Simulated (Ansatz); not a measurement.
Consider ReBr2 (1T sheet).

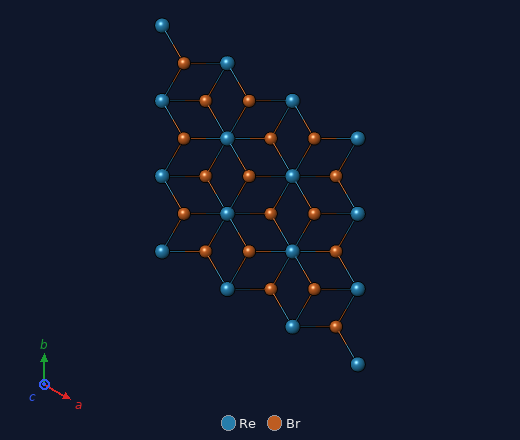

The structure (rhenium blue, bromine orange). 3×3×1 cells are drawn. Some periodic images of atoms are drawn too.

The cell holds 3 atoms: 1 Re and 2 Br. Its edges and angles: a = 3.776 Å, b = 3.776 Å, c = 30.253 Å, α = 90.0°, β = 90.0°, γ = 120.0°. Vacuum lies along c.

```xyz
3
Lattice="0.0000 2.6702 2.6702 2.6702 -2.6702 0.0000 17.4666 17.4666 -17.4666" Properties=species:S:1:pos:R:3
Re    5.5502    5.5502   -5.5502
Br    8.0735    5.4033   -5.4033
Br    5.6972    5.6972   -3.0269
```

The structure was relaxed with PBEsol. The structure was generated from a model, not taken from a measurement. The runs that relaxed it are not among those shown. The program's search for lower electronic states was switched off, so nothing shows that the state found is the lowest. Spin-orbit coupling is left out unless a run names it. PAW set soft_2, made with PBE.

A constrained-RPA run (Ansatz 0.2.0; non-magnetic PBEsol; Re t2g + anion p, bands v9 to v1, 6×6×1 mesh, medium accuracy) builds 9 functions on bands 8.1 eV wide, with 17.0 electrons in the window. The bare on-site interaction is 12.1 eV and the bare J 0.48 eV.

Question: What U and J survive the screening?

On the Re t2g shell, U = 3.21 eV (27 % of the bare value), U′ = 2.52 eV, J = 0.32 eV.

The parent state is non-magnetic and the interaction static (zero frequency); U depends on the window and the orbitals, so it belongs to this model alone. Spin-orbit coupling, which is strong for atoms this heavy, is left out. A window that holds the anion p bands defines a model with explicit ligands; its U belongs to that model and is not the U of DFT+U.

[Paths, hosts, dates, memory and timing lines, banners, echoed tables and standing remarks are left out of the program output.]

[Logs are printed without paths, hosts, clocks, repeated set-up lines and the standing remarks that a program may print on its own settings, such as how far it seeks lower states.]

[Runs of the session that timed out or met a known fault of the program may be left out.]

[Hosts, paths, dates, database ids (printed as entryN), source tags and the programs' standing remarks are cut or masked in the printed files.]
